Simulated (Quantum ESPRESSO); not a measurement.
## Cobalt: the choice of functional

Two starts of Cobalt are run at each rung of the functional.

Calculated with Quantum ESPRESSO 7.5; LDA; plane waves with GBRV 1.5 LDA potentials, no spin-orbit coupling (settings of the first rung).

**1. Set-up**

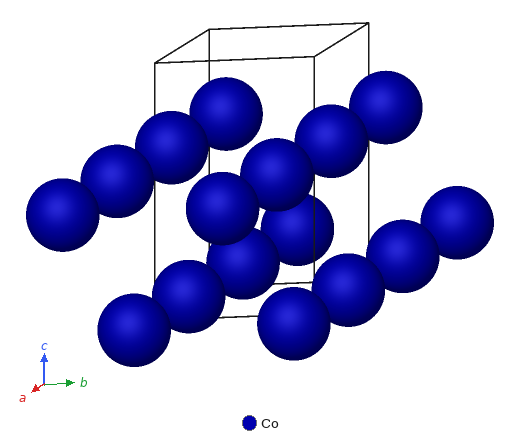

Start, viewed slightly off an axis; cobalt blue. 4×2×1 cells are drawn.

The cell comes from the Crystallography Open Database.

**2. Rung 1, start ferro ++**

pw.in reads:

```
&CONTROL
  calculation = 'scf'
  prefix = 'pwscf'
  outdir = './tmp'
  pseudo_dir = './pseudo'
  disk_io = 'nowf'
  tprnfor = .true.
  tstress = .true.
/
&SYSTEM
  ibrav = 0
  nat = 2
  ntyp = 1
  ecutwfc = 40
  ecutrho = 280
  nbnd = 26
  occupations = 'smearing'
  smearing = 'fd'
  degauss = 0.00367493
  nspin = 2
  starting_magnetization(1) = 0.1176
/
&ELECTRONS
  conv_thr = 4d-09
  electron_maxstep = 150
  mixing_beta = 0.3
/
ATOMIC_SPECIES
Co     58.9332 co_lda_v1.2.uspp.F.UPF
CELL_PARAMETERS bohr
   4.7382992849    0.0000000000    0.0000000000
  -2.3691496424    4.1034875514    0.0000000000
   0.0000000000    0.0000000000    7.6909963546
ATOMIC_POSITIONS crystal
Co      0.3333333333    0.6666666667    0.2500000000
Co      0.6666666667    0.3333333333    0.7500000000
K_POINTS automatic
12 12 12 0 0 0
```

Started as:

```sh
$ OMP_NUM_THREADS=1 mpirun -n 2 pw.x -nk 2 -in pw.in > pw.out
```

Log:

```text
Program PWSCF v.7.5 starts

     Message from routine setup:
     using ibrav=0 with symmetry is DISCOURAGED, use correct ibrav instead

     K-points division:     npool     =       2
     Subspace diagonalization in iterative solution of the eigenvalue problem:

     bravais-lattice index     =            0
     lattice parameter (alat)  =       4.7383  a.u.
     unit-cell volume          =     149.5403 (a.u.)^3
     number of atoms/cell      =            2
     number of atomic types    =            1
     number of electrons       =        34.00
     number of Kohn-Sham states=           26
     kinetic-energy cutoff     =      40.0000  Ry
     charge density cutoff     =     280.0000  Ry
     scf convergence threshold =      4.0E-09
     mixing beta               =       0.3000
     number of iterations used =            8  plain     mixing
     Exchange-correlation= SLA  PZ   NOGX NOGC
                           (   1   1   0   0   0   0   0)

     celldm(1)=   4.738299  celldm(2)=   0.000000  celldm(3)=   0.000000
     celldm(4)=   0.000000  celldm(5)=   0.000000  celldm(6)=   0.000000

     crystal axes: (cart. coord. in units of alat)
               a(1) = (   1.000000   0.000000   0.000000 )
               a(2) = (  -0.500000   0.866025   0.000000 )
               a(3) = (   0.000000   0.000000   1.623155 )

     reciprocal axes: (cart. coord. in units 2 pi/alat)
               b(1) = (  1.000000  0.577350 -0.000000 )
               b(2) = (  0.000000  1.154701  0.000000 )
               b(3) = (  0.000000 -0.000000  0.616084 )

     PseudoPot. # 1 for Co read from file:
     co_lda_v1.2.uspp.F.UPF
     Pseudo is Ultrasoft + core correction, Zval = 17.0

     atomic species   valence    mass     pseudopotential
     Co               17.00    58.93320     Co( 1.00)

     Starting magnetic structure
     atomic species   magnetization
     Co              0.118

     24 Sym. Ops., with inversion, found (12 have fractional translation)

   Cartesian axes

     site n.     atom                  positions (alat units)
         1        Co     tau(   1) = (  -0.0000000   0.5773503   0.4057889  )
         2        Co     tau(   2) = (   0.5000000   0.2886751   1.2173666  )

     number of k points=   133  Fermi-Dirac smearing, width (Ry)=  0.0037

     Number of k-points >= 100: set verbosity='high' to print them.

     Dense  grid:    11825 G-vectors     FFT dimensions: (  25,  25,  48)

     Smooth grid:     5191 G-vectors     FFT dimensions: (  20,  20,  32)

     Check: negative core charge=   -0.000055
     Generating pointlists ...
     new r_m :   0.4108 (alat units)  1.9467 (a.u.) for type    1

     Initial potential from superposition of free atoms

     starting charge      32.0000, renormalised to      34.0000
     Starting wfcs are   26 randomized atomic wfcs

     Self-consistent Calculation

     iteration #  1     ecut=    40.00 Ry     beta= 0.30
     Davidson diagonalization with overlap
     ethr =  1.00E-02,  avg # of iterations =  4.6

     total energy              =    -593.34996224 Ry
     estimated scf accuracy    <      14.98399638 Ry

     total magnetization       =     2.03 Bohr mag/cell
     absolute magnetization    =     2.09 Bohr mag/cell

     iteration #  2     ecut=    40.00 Ry     beta= 0.30
     Davidson diagonalization with overlap
     ethr =  1.00E-02,  avg # of iterations =  2.4

     total energy              =    -596.54014437 Ry
     estimated scf accuracy    <       0.75209159 Ry

     total magnetization       =     3.04 Bohr mag/cell
     absolute magnetization    =     3.19 Bohr mag/cell

     [... further iterations left out ...]

     iteration # 11     ecut=    40.00 Ry     beta= 0.30
     Davidson diagonalization with overlap
     ethr =  2.94E-10,  avg # of iterations =  1.2

     total energy              =    -596.67452310 Ry
     estimated scf accuracy    <       0.00000001 Ry

     total magnetization       =     3.32 Bohr mag/cell
     absolute magnetization    =     3.58 Bohr mag/cell

     iteration # 12     ecut=    40.00 Ry     beta= 0.30
     Davidson diagonalization with overlap
     ethr =  3.88E-11,  avg # of iterations =  1.6

     Magnetic moment per site  (integrated on atomic sphere of radius R)
     atom   1 (R=0.411)  charge= 15.6186  magn=  1.7198
     atom   2 (R=0.411)  charge= 15.6186  magn=  1.7198

     End of self-consistent calculation

     Number of k-points >= 100: set verbosity='high' to print the bands.

     the Fermi energy is    17.5630 ev

!    total energy              =    -596.67452311 Ry
     estimated scf accuracy    <          6.3E-10 Ry
     smearing contrib. (-TS)   =      -0.00116235 Ry
     internal energy E=F+TS    =    -596.67336075 Ry

     The total energy is F=E-TS. E is the sum of the following terms:
     one-electron contribution =    -313.80876844 Ry
     hartree contribution      =     177.83143926 Ry
     xc contribution           =     -64.44467151 Ry
     ewald contribution        =    -396.25136006 Ry

     total magnetization       =     3.32 Bohr mag/cell
     absolute magnetization    =     3.58 Bohr mag/cell

     convergence has been achieved in  12 iterations

     Forces acting on atoms (cartesian axes, Ry/au):

     atom    1 type  1   force =     0.00000000    0.00000000    0.00000000
     atom    2 type  1   force =     0.00000000   -0.00000000    0.00000000

     Total force =     0.000000     Total SCF correction =     0.000000

     Computing stress (Cartesian axis) and pressure

          total   stress  (Ry/bohr**3)                   (kbar)     P=     -210.03
  -0.00138883   0.00000000  -0.00000000         -204.30        0.00       -0.00
   0.00000000  -0.00138883   0.00000000            0.00     -204.30        0.00
   0.00000000   0.00000000  -0.00150560            0.00        0.00     -221.48

=------------------------------------------------------------------------------=
   JOB DONE.
=------------------------------------------------------------------------------=
```

It took 32 s on 2 MPI ranks of Intel Xeon Platinum 8259CL at 2.50GHz (Skylake/Cascade Lake), shared host; peak memory 0.23 GiB.

Spin moment in the atom's sphere by atom:

```csv
atom,spin moment in the atom's sphere (μB)
Co1,1.72
Co2,1.72
```

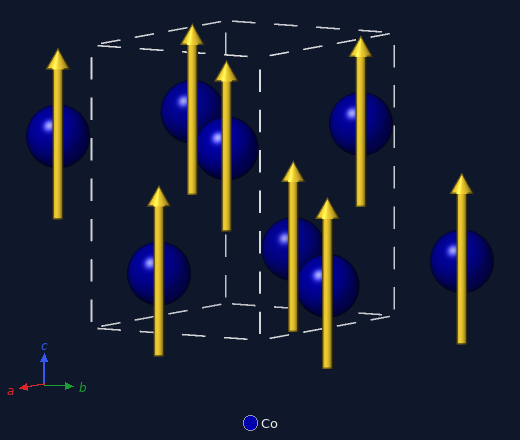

Spin moment in the atom's sphere as arrows, the longest 1.72 μB. Up and down stand for the sign. Arrows give size and sign along the axis of quantisation, drawn up and down the page. 2×2×1 cells are drawn.

Numbers from this step:

```yaml
magnetization: 3.322 μB
final_state: ferromagnetic
```

**3. Rung 1, start antiferro +-**

Edit pw.in of step 2 so:

```diff
@@ -12,6 +12,6 @@
   nat = 2
-  ntyp = 1
+  ntyp = 2
   ecutwfc = 40
   ecutrho = 280
-  nbnd = 26
+  nbnd = 24
   occupations = 'smearing'
@@ -21,2 +21,3 @@
   starting_magnetization(1) = 0.1176
+  starting_magnetization(2) = -0.1176
 /
@@ -28,3 +29,4 @@
 ATOMIC_SPECIES
-Co     58.9332 co_lda_v1.2.uspp.F.UPF
+Co1    58.9332 co_lda_v1.2.uspp.F.UPF
+Co2    58.9332 co_lda_v1.2.uspp.F.UPF
 CELL_PARAMETERS bohr
@@ -34,4 +36,4 @@
 ATOMIC_POSITIONS crystal
-Co      0.3333333333    0.6666666667    0.2500000000
-Co      0.6666666667    0.3333333333    0.7500000000
+Co1     0.3333333333    0.6666666667    0.2500000000
+Co2     0.6666666667    0.3333333333    0.7500000000
 K_POINTS automatic
```

Log:

```text
     [... lines left out ...]
Program PWSCF v.7.5 starts
     [... lines left out ...]
     number of atoms/cell      =            2
     [... lines left out ...]
     number of electrons       =        34.00
     number of Kohn-Sham states=           24
     kinetic-energy cutoff     =      40.0000  Ry
     charge density cutoff     =     280.0000  Ry
     scf convergence threshold =      4.0E-09
     [... lines left out ...]
     12 Sym. Ops. (no inversion) found ( 6 have fractional translation)
     [... lines left out ...]
     number of k points=   133  Fermi-Dirac smearing, width (Ry)=  0.0037
     [... lines left out ...]
     iteration # 19     ecut=    40.00 Ry     beta= 0.30
     [... lines left out ...]
     Magnetic moment per site  (integrated on atomic sphere of radius R)
     atom   1 (R=0.411)  charge= 15.6208  magn=  1.0056
     atom   2 (R=0.411)  charge= 15.6208  magn= -1.0056
     [... lines left out ...]
     the Fermi energy is    17.5569 ev
!    total energy              =    -596.64144184 Ry
     estimated scf accuracy    <          2.5E-10 Ry
     smearing contrib. (-TS)   =      -0.00311352 Ry
     [... lines left out ...]
     total magnetization       =    -0.00 Bohr mag/cell
     absolute magnetization    =     2.05 Bohr mag/cell
     convergence has been achieved in  19 iterations
     [... lines left out ...]
     Total force =     0.000000     Total SCF correction =     0.000000
     [... lines left out ...]
          total   stress  (Ry/bohr**3)                   (kbar)     P=     -272.08
     [... lines left out ...]
```

Run time: 44 s. Hardware: 2 MPI ranks; peak memory 0.23 GiB; 88 s of CPU time.

Spin moment in the atom's sphere by atom:

```csv
atom,spin moment in the atom's sphere (μB)
Co1,1.01
Co2,-1.01
```

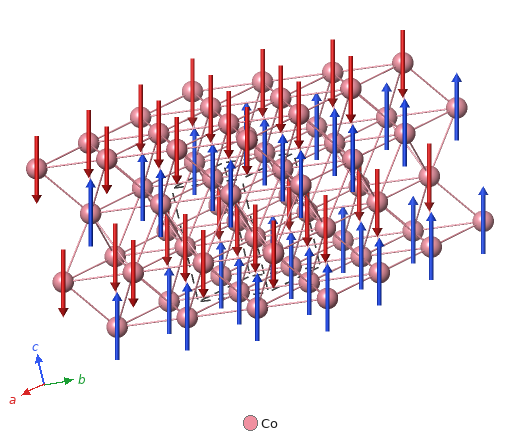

Spin moment in the atom's sphere as arrows, the longest 1.01 μB. Up and down stand for the sign. Arrows give size and sign along the axis of quantisation, drawn up and down the page. The two directions have two colours. 4×4×2 cells are drawn.

This step gave:

| Quantity | Value |
| --- | --- |
| magnetization | 0 μB |
| final state | antiferromagnetic |

**4. Rung 2, start ferro ++**

pw.in reads:

```
&CONTROL
  calculation = 'scf'
  prefix = 'pwscf'
  outdir = './tmp'
  pseudo_dir = './pseudo'
  disk_io = 'nowf'
  tprnfor = .true.
  tstress = .true.
/
&SYSTEM
  ibrav = 0
  nat = 2
  ntyp = 1
  ecutwfc = 40
  ecutrho = 280
  nbnd = 26
  occupations = 'smearing'
  smearing = 'fd'
  degauss = 0.00367493
  nspin = 2
  starting_magnetization(1) = 0.1176
/
&ELECTRONS
  conv_thr = 4d-09
  electron_maxstep = 150
  mixing_beta = 0.3
/
ATOMIC_SPECIES
Co     58.9332 co_pbesol_v1.2.uspp.F.UPF
CELL_PARAMETERS bohr
   4.7382992849    0.0000000000    0.0000000000
  -2.3691496424    4.1034875514    0.0000000000
   0.0000000000    0.0000000000    7.6909963546
ATOMIC_POSITIONS crystal
Co      0.3333333333    0.6666666667    0.2500000000
Co      0.6666666667    0.3333333333    0.7500000000
K_POINTS automatic
12 12 12 0 0 0
```

Log:

```text
     [... lines left out ...]
Program PWSCF v.7.5 starts
     [... lines left out ...]
     number of atoms/cell      =            2
     [... lines left out ...]
     number of electrons       =        34.00
     number of Kohn-Sham states=           26
     kinetic-energy cutoff     =      40.0000  Ry
     charge density cutoff     =     280.0000  Ry
     scf convergence threshold =      4.0E-09
     [... lines left out ...]
     24 Sym. Ops., with inversion, found (12 have fractional translation)
     [... lines left out ...]
     number of k points=   133  Fermi-Dirac smearing, width (Ry)=  0.0037
     [... lines left out ...]
     iteration # 11     ecut=    40.00 Ry     beta= 0.30
     [... lines left out ...]
     Magnetic moment per site  (integrated on atomic sphere of radius R)
     atom   1 (R=0.411)  charge= 15.6048  magn=  1.7730
     atom   2 (R=0.411)  charge= 15.6048  magn=  1.7730
     [... lines left out ...]
     the Fermi energy is    17.8476 ev
!    total energy              =    -596.54211261 Ry
     estimated scf accuracy    <          1.3E-10 Ry
     smearing contrib. (-TS)   =      -0.00105899 Ry
     [... lines left out ...]
     total magnetization       =     3.39 Bohr mag/cell
     absolute magnetization    =     3.73 Bohr mag/cell
     convergence has been achieved in  11 iterations
     [... lines left out ...]
     Total force =     0.000000     Total SCF correction =     0.000000
     [... lines left out ...]
          total   stress  (Ry/bohr**3)                   (kbar)     P=     -129.46
     [... lines left out ...]
```

Wall time 28 s (2 MPI ranks); peak memory 0.23 GiB.

Numbers from this step:

```
magnetization  : 3.393 μB
final state    : ferromagnetic
largest moment : 1.773 μB
```

**5. Rung 2, start antiferro +-**

Edit pw.in of step 4 so:

```diff
@@ -12,6 +12,6 @@
   nat = 2
-  ntyp = 1
+  ntyp = 2
   ecutwfc = 40
   ecutrho = 280
-  nbnd = 26
+  nbnd = 24
   occupations = 'smearing'
@@ -21,2 +21,3 @@
   starting_magnetization(1) = 0.1176
+  starting_magnetization(2) = -0.1176
 /
@@ -28,3 +29,4 @@
 ATOMIC_SPECIES
-Co     58.9332 co_pbesol_v1.2.uspp.F.UPF
+Co1    58.9332 co_pbesol_v1.2.uspp.F.UPF
+Co2    58.9332 co_pbesol_v1.2.uspp.F.UPF
 CELL_PARAMETERS bohr
@@ -34,4 +36,4 @@
 ATOMIC_POSITIONS crystal
-Co      0.3333333333    0.6666666667    0.2500000000
-Co      0.6666666667    0.3333333333    0.7500000000
+Co1     0.3333333333    0.6666666667    0.2500000000
+Co2     0.6666666667    0.3333333333    0.7500000000
 K_POINTS automatic
```

Log:

```text
     [... lines left out ...]
Program PWSCF v.7.5 starts
     [... lines left out ...]
     number of atoms/cell      =            2
     [... lines left out ...]
     number of electrons       =        34.00
     number of Kohn-Sham states=           24
     kinetic-energy cutoff     =      40.0000  Ry
     charge density cutoff     =     280.0000  Ry
     scf convergence threshold =      4.0E-09
     [... lines left out ...]
     12 Sym. Ops. (no inversion) found ( 6 have fractional translation)
     [... lines left out ...]
     number of k points=   133  Fermi-Dirac smearing, width (Ry)=  0.0037
     [... lines left out ...]
     iteration # 14     ecut=    40.00 Ry     beta= 0.30
     [... lines left out ...]
     Magnetic moment per site  (integrated on atomic sphere of radius R)
     atom   1 (R=0.411)  charge= 15.6070  magn=  1.1992
     atom   2 (R=0.411)  charge= 15.6070  magn= -1.2001
     [... lines left out ...]
     the Fermi energy is    17.8510 ev
!    total energy              =    -596.50433694 Ry
     estimated scf accuracy    <          3.8E-09 Ry
     smearing contrib. (-TS)   =      -0.00284583 Ry
     [... lines left out ...]
     total magnetization       =    -0.00 Bohr mag/cell
     absolute magnetization    =     2.46 Bohr mag/cell
     convergence has been achieved in  14 iterations
     [... lines left out ...]
     Total force =     0.000000     Total SCF correction =     0.000000
     [... lines left out ...]
          total   stress  (Ry/bohr**3)                   (kbar)     P=     -179.95
     [... lines left out ...]
```

Elapsed: 31 s, on 2 MPI ranks; peak memory 0.23 GiB; 62 s of CPU time.

This step gave:

```
magnetization  : 0 μB
final state    : antiferromagnetic
largest moment : 1.200 μB
```

**6. Rung 3, start ferro ++**

pw.in reads:

```
&CONTROL
  calculation = 'scf'
  prefix = 'pwscf'
  outdir = './tmp'
  pseudo_dir = './pseudo'
  disk_io = 'nowf'
  tprnfor = .true.
  tstress = .true.
/
&SYSTEM
  ibrav = 0
  nat = 2
  ntyp = 1
  ecutwfc = 40
  ecutrho = 280
  nbnd = 26
  occupations = 'smearing'
  smearing = 'fd'
  degauss = 0.00367493
  nspin = 2
  starting_magnetization(1) = 0.1176
/
&ELECTRONS
  conv_thr = 4d-09
  electron_maxstep = 150
  mixing_beta = 0.3
/
ATOMIC_SPECIES
Co     58.9332 co_pbe_v1.2.uspp.F.UPF
CELL_PARAMETERS bohr
   4.7382992849    0.0000000000    0.0000000000
  -2.3691496424    4.1034875514    0.0000000000
   0.0000000000    0.0000000000    7.6909963546
ATOMIC_POSITIONS crystal
Co      0.3333333333    0.6666666667    0.2500000000
Co      0.6666666667    0.3333333333    0.7500000000
K_POINTS automatic
12 12 12 0 0 0
```

Log:

```text
     [... lines left out ...]
Program PWSCF v.7.5 starts
     [... lines left out ...]
     number of atoms/cell      =            2
     [... lines left out ...]
     number of electrons       =        34.00
     number of Kohn-Sham states=           26
     kinetic-energy cutoff     =      40.0000  Ry
     charge density cutoff     =     280.0000  Ry
     scf convergence threshold =      4.0E-09
     [... lines left out ...]
     24 Sym. Ops., with inversion, found (12 have fractional translation)
     [... lines left out ...]
     number of k points=   133  Fermi-Dirac smearing, width (Ry)=  0.0037
     [... lines left out ...]
     iteration # 11     ecut=    40.00 Ry     beta= 0.30
     [... lines left out ...]
     Magnetic moment per site  (integrated on atomic sphere of radius R)
     atom   1 (R=0.411)  charge= 15.6083  magn=  1.7774
     atom   2 (R=0.411)  charge= 15.6083  magn=  1.7774
     [... lines left out ...]
     the Fermi energy is    18.0301 ev
!    total energy              =    -596.97820424 Ry
     estimated scf accuracy    <          4.8E-10 Ry
     smearing contrib. (-TS)   =      -0.00105447 Ry
     [... lines left out ...]
     total magnetization       =     3.39 Bohr mag/cell
     absolute magnetization    =     3.75 Bohr mag/cell
     convergence has been achieved in  11 iterations
     [... lines left out ...]
     Total force =     0.000000     Total SCF correction =     0.000000
     [... lines left out ...]
          total   stress  (Ry/bohr**3)                   (kbar)     P=      -33.77
     [... lines left out ...]
```

It took 28 s on 2 MPI ranks; peak memory 0.23 GiB; 56 s of CPU time.

Read from the output:

```yaml
magnetization: 3.388 μB
final_state: ferromagnetic
largest_moment: 1.777 μB
```

**7. Rung 3, start antiferro +-**

Edit pw.in of step 6 so:

```diff
@@ -12,6 +12,6 @@
   nat = 2
-  ntyp = 1
+  ntyp = 2
   ecutwfc = 40
   ecutrho = 280
-  nbnd = 26
+  nbnd = 24
   occupations = 'smearing'
@@ -21,2 +21,3 @@
   starting_magnetization(1) = 0.1176
+  starting_magnetization(2) = -0.1176
 /
@@ -28,3 +29,4 @@
 ATOMIC_SPECIES
-Co     58.9332 co_pbe_v1.2.uspp.F.UPF
+Co1    58.9332 co_pbe_v1.2.uspp.F.UPF
+Co2    58.9332 co_pbe_v1.2.uspp.F.UPF
 CELL_PARAMETERS bohr
@@ -34,4 +36,4 @@
 ATOMIC_POSITIONS crystal
-Co      0.3333333333    0.6666666667    0.2500000000
-Co      0.6666666667    0.3333333333    0.7500000000
+Co1     0.3333333333    0.6666666667    0.2500000000
+Co2     0.6666666667    0.3333333333    0.7500000000
 K_POINTS automatic
```

Log:

```text
     [... lines left out ...]
Program PWSCF v.7.5 starts
     [... lines left out ...]
     number of atoms/cell      =            2
     [... lines left out ...]
     number of electrons       =        34.00
     number of Kohn-Sham states=           24
     kinetic-energy cutoff     =      40.0000  Ry
     charge density cutoff     =     280.0000  Ry
     scf convergence threshold =      4.0E-09
     [... lines left out ...]
     12 Sym. Ops. (no inversion) found ( 6 have fractional translation)
     [... lines left out ...]
     number of k points=   133  Fermi-Dirac smearing, width (Ry)=  0.0037
     [... lines left out ...]
     iteration # 15     ecut=    40.00 Ry     beta= 0.30
     [... lines left out ...]
     Magnetic moment per site  (integrated on atomic sphere of radius R)
     atom   1 (R=0.411)  charge= 15.6106  magn=  1.2263
     atom   2 (R=0.411)  charge= 15.6105  magn= -1.2271
     [... lines left out ...]
     the Fermi energy is    18.0362 ev
!    total energy              =    -596.93989228 Ry
     estimated scf accuracy    <          1.5E-09 Ry
     smearing contrib. (-TS)   =      -0.00281296 Ry
     [... lines left out ...]
     total magnetization       =    -0.00 Bohr mag/cell
     absolute magnetization    =     2.52 Bohr mag/cell
     convergence has been achieved in  15 iterations
     [... lines left out ...]
     Total force =     0.000000     Total SCF correction =     0.000000
     [... lines left out ...]
          total   stress  (Ry/bohr**3)                   (kbar)     P=      -80.57
     [... lines left out ...]
```

Elapsed: 37 s, on 2 MPI ranks; peak memory 0.23 GiB; 73 s of CPU time.

Numbers from this step:

| Item | Value |
| --- | --- |
| magnetization | 0 μB |
| final state | antiferromagnetic |
| largest moment | 1.227 μB |

(Continued in part 2 of 2.)

[Logs and program files are shortened in this print: banners, set-up blocks, solver, clock and traceback lines can be left out without a mark of their own.]

[Logs are printed without paths, hosts, clocks, repeated set-up lines and the standing remarks that a program may print on its own settings, such as how far it seeks lower states.]

[Hosts, paths, dates, database ids (printed as entryN), source tags and the programs' standing remarks are cut or masked in the printed files.]

[Where a cell is said to come from a database of computed structures, the database is the Materials Project.]
